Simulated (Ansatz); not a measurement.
**One shape, several levels: BSiH2Cl (SMILES B[Si]Cl)**

Wanted: a comparison of 6 runs (UHF/STO-3G, U-r2SCAN0/STO-3G, UB2PLYP/STO-3G, UPBE/STO-3G, UCCSD(T)/STO-3G, FCI/STO-3G) of BSiH2Cl. 

The results are computed with Ansatz 0.2.0.

72 further runs of the same task are left out: 4 that didn't finish, 68 set aside as unsound or not needed.

## (1) The system as given

BSiH2Cl has 5 atoms, charge 0, and is taken as a triplet. SMILES: `B[Si]Cl`. The Si2–B1 distance was set to 4.714 Å, away from the relaxed value. At this shape a bond of the SMILES string is far longer than usual.

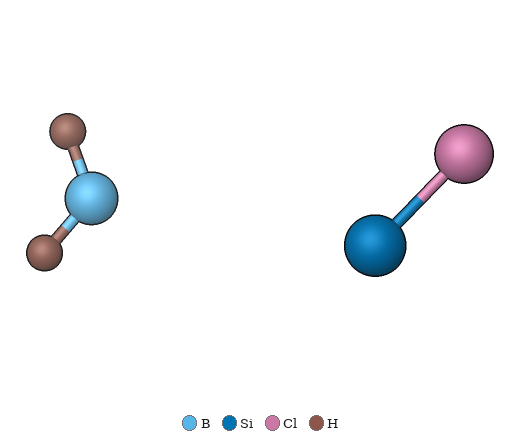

The structure, seen from a chosen angle (boron blue, silicon blue, chlorine pink, hydrogen brown).

## (2) A single-point energy at UHF/STO-3G (run 1)

The input, in.yaml:

```yaml
crystal:
  periodic: [false, false, false]
  atoms:
    - {symbol: B, position_ang: [-2.187135, 2.542816, -1.292610]}
    - {symbol: Si, position_ang: [0.334580, -1.081930, 0.357550]}
    - {symbol: Cl, position_ang: [2.311390, -0.930270, 0.961480]}
    - {symbol: H, position_ang: [-1.697515, 3.606066, -1.377530]}
    - {symbol: H, position_ang: [-3.300425, 2.387886, -1.619190]}
basis:
  gaussian: {orbitals: STO-3G}
magnetization: {spin_polarized: true, initial_magnetization: 2}
hamiltonian: {xc: hf}
accuracy: high
```

Launch:

```console
$ ansatz run in.yaml --threads 1 --pin off --max-ram 2610MiB --events-out events.jsonl --progress --plain --runs-dir runs
```

The program printed:

```text
Warning: RAYON_NUM_THREADS=1 ignored (pool sized by the plan → 1); use --threads N
Functional definition: HF
  name "HF"
  exchange = exact_x
  correlation = 0
401 factors; integrals over basis functions are off by at most 2.4e-8 eV
mean field evaluation 1: about -20830.9271 eV, gradient 9.8e0 eV
mean field evaluation 2: about -20830.9582 eV, gradient 9.7e0 eV
mean field evaluation 4: about -20832.2992 eV, gradient 1.1e0 eV
mean field evaluation 8: about -20832.3213 eV, gradient 1.5e-2 eV
mean field evaluation 16: about -20832.3213 eV, gradient 1.0e-5 eV
mean field evaluation 32: about -20832.3201 eV, gradient 2.5e-3 eV
mean field evaluation 64: about -20832.3188 eV, gradient 1.0e-3 eV
mean field -20832.32127449 eV, -765.5736861828 hartree, gradient 1.7e-8 eV, S^2 2.004070; 3 other end points of the search recorded, 0 dependent functions left out
reference -20832.32127449 eV, -765.5736861828 hartree; 20, 18 occupied and 5, 7 virtual orbitals, 401 factors
Total energy: -20832.32127449 eV, -765.5736861828 hartree
```

Wall time 0.42 s (1 thread of Arm Neoverse V1, shared host).

## (3) The energy at U-r2SCAN0/STO-3G (run 2)

The input, job.yaml:

```yaml
crystal:
  periodic: [false, false, false]
  atoms:
    - symbol: B
      position_ang: [-2.187135, 2.542816, -1.292610]
    - symbol: Si
      position_ang: [0.334580, -1.081930, 0.357550]
    - symbol: Cl
      position_ang: [2.311390, -0.930270, 0.961480]
    - symbol: H
      position_ang: [-1.697515, 3.606066, -1.377530]
    - symbol: H
      position_ang: [-3.300425, 2.387886, -1.619190]
basis:
  gaussian:
    orbitals: STO-3G
magnetization:
  spin_polarized: true
  initial_magnetization: 2
hamiltonian:
  xc: {name: r2SCAN0}
accuracy: high
```

Launch:

```console
$ ansatz run job.yaml --threads 1 --pin off --max-ram 2610MiB --events-out events.jsonl --progress --plain --runs-dir runs
```

The program printed:

```text
Warning: RAYON_NUM_THREADS=1 ignored (pool sized by the plan → 1); use --threads N
Functional definition: r2SCAN0
  name "r2SCAN0"
  parameter a = 0.25
  parameter k0 = 0.174
  parameter k1 = 0.065
  parameter a1 = 4.9479
  exchange = (1 - a)*r2scan_x(k0 = k0, k1 = k1, a1 = a1) + a*exact_x
  correlation = r2scan_c
401 factors; integrals over basis functions are off by at most 2.4e-8 eV
mean field evaluation 1: about -20856.5439 eV, gradient 1.5e1 eV
mean field evaluation 2: about -20764.9263 eV, gradient 3.0e1 eV
mean field evaluation 4: about -20821.3820 eV, gradient 1.8e1 eV
mean field evaluation 8: about -20858.7787 eV, gradient 7.4e0 eV
mean field evaluation 16: about -20866.4791 eV, gradient 5.4e-5 eV
mean field evaluation 32: about -20866.4720 eV, gradient 5.2e-1 eV
mean field -20866.47905179 eV, -766.8289613458 hartree, gradient 5.7e-8 eV, S^2 2.002156; 2 other end points of the search recorded, 0 dependent functions left out
reference -20866.47905258 eV, -766.8289613750 hartree; 20, 18 occupied and 5, 7 virtual orbitals, 401 factors
Total energy: -20866.47905258 eV, -766.8289613750 hartree
```

It took 17 s on 1 thread of Arm Neoverse V1, shared host; peak memory 0.26 GiB.

## (4) A single-point energy at UB2PLYP/STO-3G (run 3)

The input, job.yaml:

```yaml
crystal:
  periodic: [false, false, false]
  atoms:
    - {symbol: B, position_ang: [-2.187135, 2.542816, -1.292610]}
    - {symbol: Si, position_ang: [0.334580, -1.081930, 0.357550]}
    - {symbol: Cl, position_ang: [2.311390, -0.930270, 0.961480]}
    - {symbol: H, position_ang: [-1.697515, 3.606066, -1.377530]}
    - {symbol: H, position_ang: [-3.300425, 2.387886, -1.619190]}
basis:
  gaussian:
    orbitals: STO-3G
magnetization:
  spin_polarized: true
  initial_magnetization: 2
hamiltonian:
  xc: {name: B2PLYP}
correlation:
  frozen_orbitals: {B: 1, Cl: 5, H: 0, Si: 5}
accuracy: high
```

Launch:

```console
$ ansatz run job.yaml --threads 1 --pin off --max-ram 2610MiB --events-out events.jsonl --progress --plain --runs-dir runs
```

The program printed, cut to the lines that bear on the results:

```text
Warning: RAYON_NUM_THREADS=1 ignored (pool sized by the plan → 1); use --threads N
Functional definition: B2PLYP
  name "B2PLYP"
[...]
401 factors; integrals over basis functions are off by at most 2.4e-8 eV
[...]
mean field -20857.44687569 eV, -766.4970349965 hartree, gradient 3.4e-9 eV, S^2 2.001830; 3 other end points of the search recorded, 0 dependent functions left out
11 core orbitals not correlated: weight in the atoms' cores, before any rotation towards them, 1.000 or more for the frozen orbitals, at most 0.000 for the correlated occupied ones
reference -20857.44689925 eV, -766.4970358622 hartree; 9, 7 occupied and 5, 7 virtual orbitals, 401 factors
second order -1.68902299 eV of doubles, -0.00000000 eV of singles
Total energy: -20857.90293546 eV, -766.5137948837 hartree
```

Run time: 11 s. Hardware: 1 thread of Arm Neoverse V1, shared host; peak memory 0.15 GiB.

Runs 4 to 5 aren't shown in full; the table further down has their settings and results.

## (5) The energy at FCI/STO-3G (run 6)

in.yaml: that of step 2 with these lines changed.

```diff
@@ -9,5 +9,10 @@
 basis:
-  gaussian: {orbitals: STO-3G}
-magnetization: {spin_polarized: true, initial_magnetization: 2}
-hamiltonian: {xc: hf}
+  gaussian:
+    orbitals: STO-3G
+magnetization:
+  spin_polarized: true
+  initial_magnetization: 2
 accuracy: high
+correlation:
+  method: fci
+  frozen_orbitals: {B: 1, Cl: 5, H: 0, Si: 5}
```

Launch:

```console
$ ansatz run in.yaml --threads 1 --pin off --max-ram 2610MiB --events-out events.jsonl --progress --plain --runs-dir runs
```

The program printed:

```text
Warning: RAYON_NUM_THREADS=1 ignored (pool sized by the plan → 1); use --threads N
[... 4 set-up lines as earlier in the session ...]
401 factors; integrals over basis functions are off by at most 2.4e-8 eV
mean field evaluation 1: about -20830.9271 eV, gradient 9.8e0 eV
mean field evaluation 2: about -20830.9582 eV, gradient 9.7e0 eV
mean field evaluation 4: about -20832.2992 eV, gradient 1.1e0 eV
mean field evaluation 8: about -20832.3213 eV, gradient 1.5e-2 eV
mean field evaluation 16: about -20832.3213 eV, gradient 1.0e-5 eV
mean field evaluation 32: about -20832.3201 eV, gradient 1.9e-2 eV
mean field -20832.32127449 eV, -765.5736861828 hartree, gradient 1.7e-8 eV, S^2 2.004070; 4 other end points of the search recorded, 0 dependent functions left out
11 core orbitals not correlated: weight in the atoms' cores, before any rotation towards them, 1.000 or more for the frozen orbitals, at most 0.000 for the correlated occupied ones
reference -20832.29480128 eV, -765.5727133106 hartree; 9, 7 occupied and 5, 7 virtual orbitals, 401 factors
state -20834.18938547 eV, -765.6423379954 hartree
Total energy: -20834.18938547 eV, -765.6423379954 hartree
```

Run time: 2.1 min. Hardware: 1 thread of Arm Neoverse V1, shared host; peak memory 0.86 GiB.

## (6) Overview of the runs

```tsv
run	level	frozen core orbitals	energy (Eh)	⟨S²⟩	wall time
1	UHF/STO-3G	–	-765.573686	2.004	0.42 s
2	U-r2SCAN0/STO-3G	–	-766.828961	2.002	17 s
3	UB2PLYP/STO-3G	11	-766.513795	2.002	11 s
4	UPBE/STO-3G	–	-766.433228	2.002	6.3 s
5	UCCSD(T)/STO-3G	11	-765.641969	2.004	0.73 s
6	FCI/STO-3G	11	-765.642338	–	2.1 min
```

## (7) What came out

| quantity | value |
| --- | --- |
| run 6: total energy | -765.64234 Eh |
| run 6: correlation energy (11 core orbitals frozen) | -69.6 mEh |

What this shows: Against full CI in this basis: UHF +68.7 mEh; UCCSD(T) +0.4 mEh. Totals of different functionals can't be ranked against each other. In runs 1, 2, 3, 4, 5, 6 the basis is minimal, so the values are rough. All runs together took 2.6 min, the longest 2.1 min.
